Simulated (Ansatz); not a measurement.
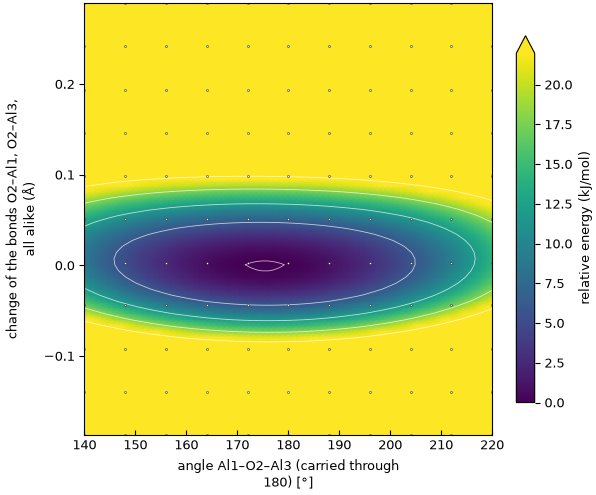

Al₂H₄OS, SMILES [AlH2][O][AlH][SH]. Coordinates scanned: (1) angle Al1–O2–Al3 (carried through 180); (2) change of the bonds O2–Al1, O2–Al3, all alike. Nothing is relaxed (all other coordinates rigid). Grid: 11 × 11 points. Points are written as (first, second). Energies are in kJ/mol, from the lowest grid point. Method: RKS r2SCAN-D4/def2-SVP in Ansatz 0.2.0.

Drawn: a smooth colour map with a few white contour lines, dots at the grid points, one colour for all values above the top of the scale. Between grid points the surface is interpolated.

Question: Estimate the position of the minimum and the force constants in these coordinates.

Answer: The interpolated minimum is at the first coordinate ≈ 175°, the second coordinate ≈ 0.000 Å. The curvatures there are about 0.47 eV/rad² and 60 eV/Å², with a cross term of about 0.1 eV/(rad·Å). Round the minimum the two coordinates are nearly uncoupled. (1 eV is 96.5 kJ/mol.)
